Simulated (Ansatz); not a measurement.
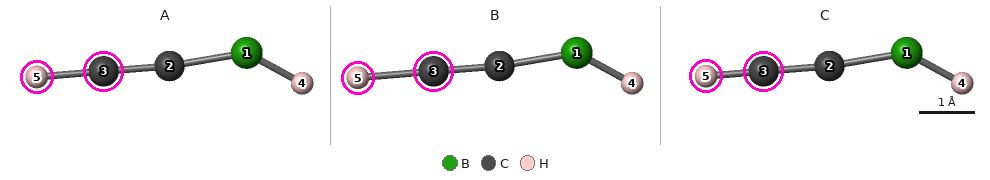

A scan of C2H2B (multiplicity 2): the C3–H5 distance is varied, with the rest of the molecule carried along rigidly. The picture is a ball-and-stick view, seen at a tilt. The ringed atoms are those of the scanned coordinate.

Single-point energies from Ansatz with B3LYP-D4 in the def2-TZVPP basis, on geometries moved rigidly from the minimum at PBE0-D4/def2-TZVP. Energies are counted from the PBE0-D4/def2-TZVP minimum geometry at the same level.

> Order these geometries by energy, lowest first.

Lowest first: C (the distance 1.066 Å, 0.0 kJ/mol), A (the distance 1.239 Å, 43.6 kJ/mol), B (the distance 1.404 Å, 125.2 kJ/mol). Over the whole scan: the lowest computed point lies at the distance 1.066 Å (0.0 kJ/mol). At the ends of the scan the energy is 38.3 kJ/mol (0.938 Å) and 173.3 kJ/mol (1.492 Å). The curvature at the lowest point is about 40 eV/Å² (6.4 mdyn/Å). The well is steeper on the short side, as for any bond.
